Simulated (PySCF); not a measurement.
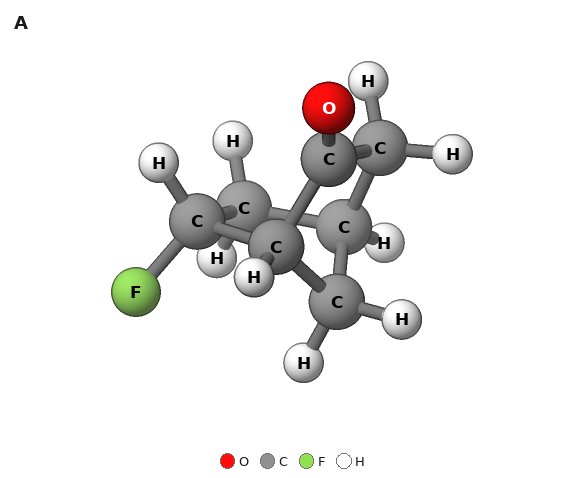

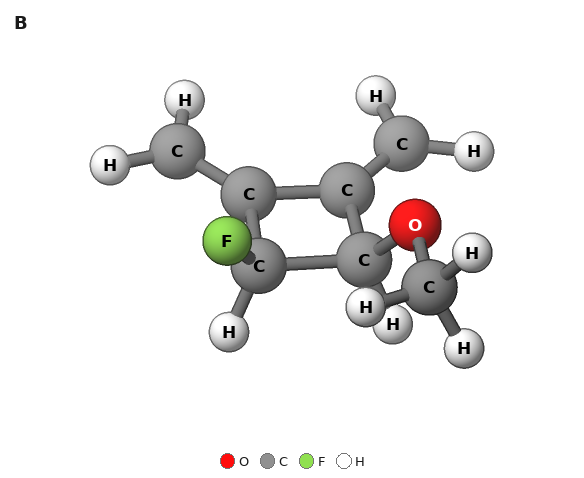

2 stationary structures of one formula. Geometries: GFN2-xTB. Electronic energies: PBE0/pcSseg-1 (PySCF 2.14.0), without zero-point energy. No frequency run is at hand to confirm each as a minimum. Each is one conformer, not always the lowest.

Rank them by energy, lowest first.

Answer. A is lowest; B lies 64.7 kcal/mol above it. A is `O=C1C[C@@H]2C[C@@H](F)[C@H]1C2`, B is `C=C1C(=C)[C@H](F)[C@@H]1OC`.
